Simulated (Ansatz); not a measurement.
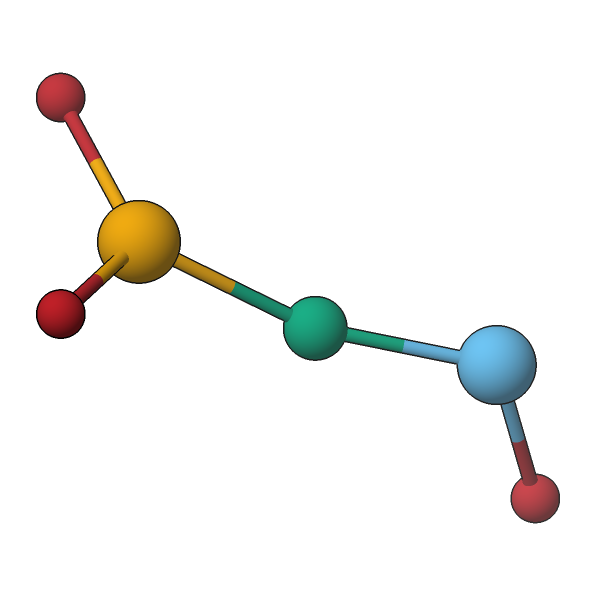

Ball-and-stick drawing of a structure. Colours: aluminium orange, nitrogen teal, silicon blue, hydrogen red.

The species is neutral and a spin doublet. Computed geometry: PBE0-D4/def2-TZVP optimisation. No frequency run is at hand to confirm it as a minimum.

Question: Which formula does it have?

Answer: AlH3NSi, 6 atoms: 1 aluminium, 3 hydrogen, 1 nitrogen and 1 silicon.

Question: Count the bonded pairs by element.

Answer: 2 Al–H, 1 Al–N, 1 N–Si, 1 Si–H. Sticks follow a distance rule.

Question: Which point group does it belong to?

Answer: Cs.

Question: How many atoms are distinct by symmetry?

Answer: 5: 1 Al, 1 N, 1 Si, 2 H, 1 H.

The parts below concern this one geometry. Atoms keep their numbers from picture to picture.

Geometry

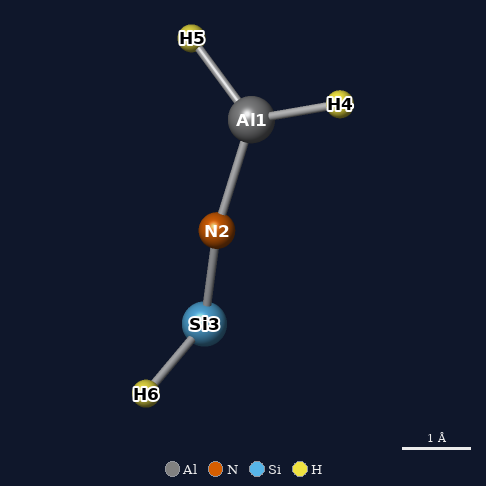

The atoms are numbered. No frequency run is at hand to confirm it as a minimum.

Question: What is the geometry at Al1?

Answer: Al1 has 3 neighbours (N2 at 1.77, H4 at 1.58, H5 at 1.58 Å); the arrangement is trigonal planar.

Question: How are the neighbours of atom 3 arranged?

Answer: Si3 has 2 neighbours (N2 at 1.58, H6 at 1.52 Å); the arrangement is bent.

Electronic properties

No frequency run is at hand to confirm it as a minimum. Method: UHF-CCSD(T), frozen core/def2-TZVPP (Ansatz 0.2.0).

Predict the main results.

- ⟨S²⟩ of the determinant: 0.776
- T1 diagnostic: 0.024

Charges

The questions are on Mulliken charges. No frequency run is at hand to confirm it as a minimum. Method: UKS PBE0-D4/def2-TZVP (Ansatz 0.2.0).

Give the Mulliken charges atom by atom.

| atom | value (e) |
| --- | --- |
| Al1 | 0.33 |
| N2 | −0.34 |
| Si3 | 0.20 |
| H4 | −0.10 |
| H5 | −0.10 |
| H6 | 0.02 |

Dipole moment

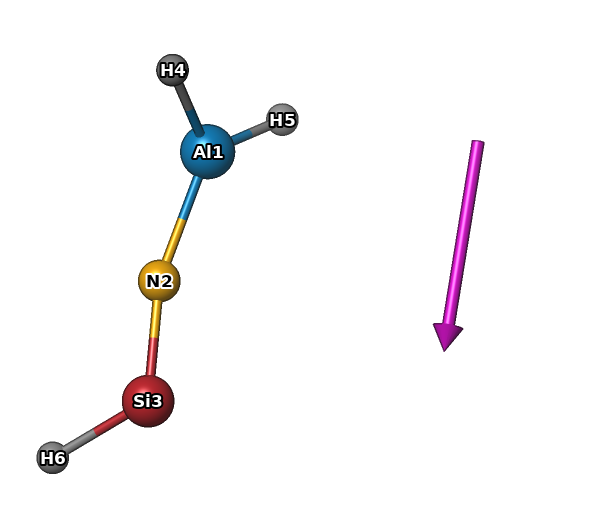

The arrow beside the molecule shows the direction of the dipole moment, from the negative to the positive end (its length means nothing). No frequency run is at hand to confirm it as a minimum. Level of theory: UKS PBE0-D4/def2-TZVP (Ansatz 0.2.0).

Question: How large is the dipole moment?

Answer: 1.96 D; it points from the side of H4, H5 to the side of H6 (the outermost atoms at the two ends).

Mulliken values depend strongly on the basis set and can even reverse the polarity of a bond.
